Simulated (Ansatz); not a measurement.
# AlH₅O₄Si (SMILES O[SiH2][O][Al]([OH])[OH]): what the fields show

The calculation's input:

```
basis:
  gaussian:
    orbitals: def2-SVPD
crystal:
  periodic: [false, false, false]
  atoms:
    - {symbol: Al, position_ang: [-1.037297, 1.086686, -1.790685]}
    - {symbol: O, position_ang: [1.748676, -0.357158, -0.807805]}
    - {symbol: O, position_ang: [-0.652951, 0.718871, -0.178689]}
    - {symbol: O, position_ang: [-2.581220, 1.401785, -2.392784]}
    - {symbol: O, position_ang: [0.332038, 1.122888, -2.808709]}
    - {symbol: Si, position_ang: [0.812561, 0.219770, 0.431588]}
    - {symbol: H, position_ang: [1.663526, 0.145841, -1.635063]}
    - {symbol: H, position_ang: [0.618485, -0.897559, 1.392549]}
    - {symbol: H, position_ang: [1.438297, 1.391256, 1.115354]}
    - {symbol: H, position_ang: [-3.393328, 1.394886, -1.884695]}
    - {symbol: H, position_ang: [0.323047, 1.313423, -3.748179]}
hamiltonian:
  xc: {name: PBE0}
output:
  forces: true
  orbitals: {seedname: orbitals}
```

Command:

```sh
ansatz run input.yaml --threads 2 --pin off --max-ram 5220MiB --events-out events.jsonl --progress --plain --runs-dir runs
```

Geometry: PBE0-D4/def2-SVP.

All numbers below come from isolated molecule in a Gaussian basis; Kohn-Sham density functional theory, functional PBE0 (Ansatz 0.2.0).

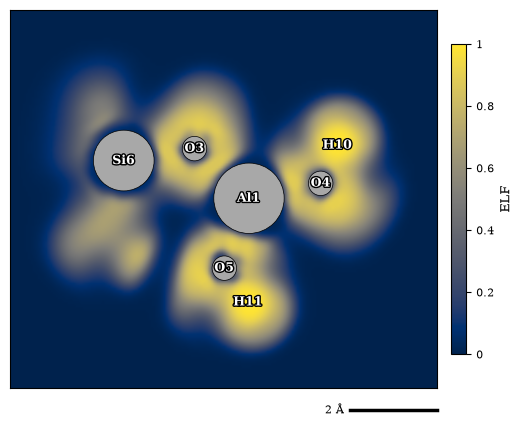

Figure 1. ELF on the plane of atoms O3, Al1 and O5. Grey discs cover the atomic cores.

Q: Describe what can be read from this map.

A: The section cuts through Al, O, Si and H sites. Si–O (1.66 Å): the ELF peaks at about 0.85 between the atoms; a shared but strongly polarised pair. Al–O (1.69 Å): the ELF peaks at about 0.90 in the valence shell of O, 0.6 Å from its nucleus, and is about 0.35 at the midpoint. O–H (0.96 Å): the ELF climbs to about 1 towards the hydrogen, as it does in any bond to H: a covalent bond by its length. The ELF also peaks beside O5, O4 and O3, away from the bonds: lone-pair regions.

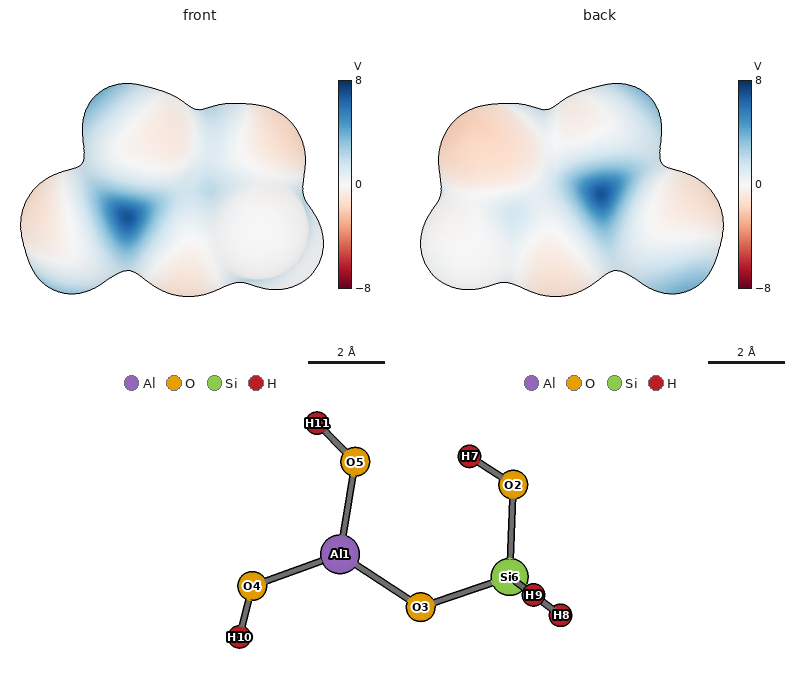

Figure 2. The molecular electrostatic potential painted on the density surface at 0.004 e/bohr³, seen from the front and from behind; the colour scale runs from red (negative) to blue (positive). The bare structure is drawn below in the same view.

Q: Describe the electrostatic potential map.

A: The most negative region (about −1.8 V) lies over O2, the most positive (about +6.4 V) over Al1. O2 is the likeliest acceptor of a hydrogen bond.

Q: How polar is the molecule by this calculation?

A: Its dipole moment is 2.80 D.

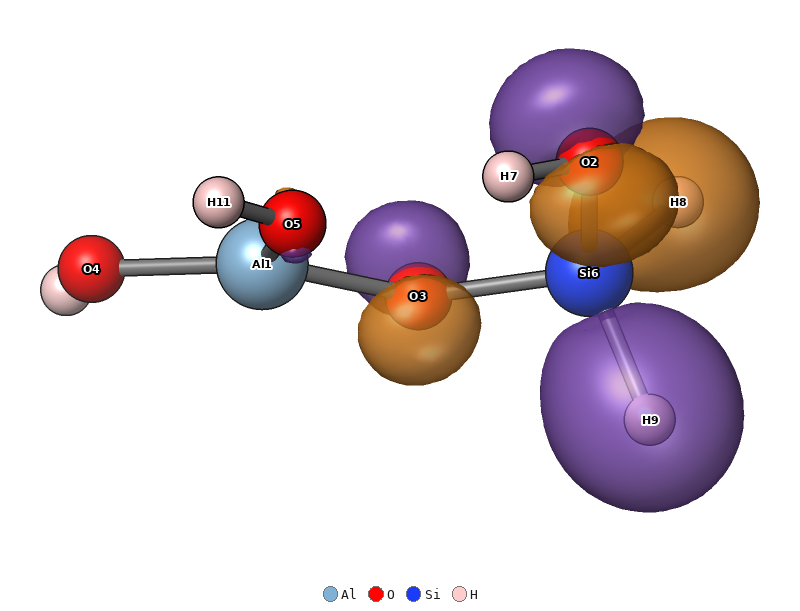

Figure 3. One frontier orbital at ±0.15 Å⁻³ᐟ² (orange and purple are the two phases), seen from one side.

Q: Which orbital is it: HOMO or LUMO?

A: The HOMO, at −8.32 eV. It lies mainly on O2 (about 25 %), Si6 (about 20 %), H9 (about 20 %), H8 (about 15 %) and O3 (about 10 %).
